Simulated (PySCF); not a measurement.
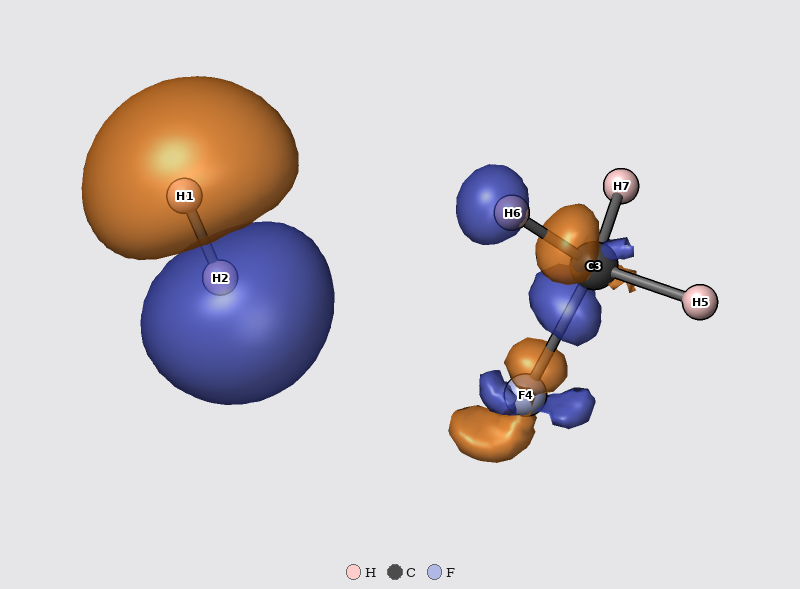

Figure. CH5F, SMILES `[H][H].CF`. Density of the complex less the densities of the two fragments at the same geometry, ±0.0008 e/Å³ (orange: gain, blue: loss). Fragment A: H2 (atoms 1–2); fragment B: H3CF.

Method: r2SCAN/def2-SVPD; geometry: GFN2-xTB; program: PySCF.

Cartesian coordinates (Å):

```
H1      -3.0265    0.8840    0.0010
H2      -2.7245    0.1675   -0.0011
C3       0.6106    0.4956    0.0001
F4      -0.0237   -0.7121    0.0000
H5       1.6397    0.3367    0.3241
H6       0.0818    1.1540    0.6901
H7       0.5795    0.8929   -1.0150
```

Which way does charge flow?

Hirshfeld charges show almost no net transfer (under 0.005 e). By Hirshfeld charges, electrons gather most on H1 (−0.006 e) and leave H2 most (+0.005 e); 0.01 e is displaced in all, which induces a dipole of 0.06 D.

What is the interaction energy, and which contacts carry it?

The counterpoise-corrected interaction energy of the frozen fragments is −0.3 kcal/mol without dispersion correction and −0.4 kcal/mol with D3(BJ). The pair geometry is semi-empirical, not a minimum at this level. Contacts: H2···F4, 2.84 Å, ρ = 0.004 a.u. The pose is a local one from a semi-empirical search, not shown to be the most stable.

The PySCF run took 20 s on 1 thread of Arm Neoverse V1, on a shared host, peak memory 0.38 GiB.
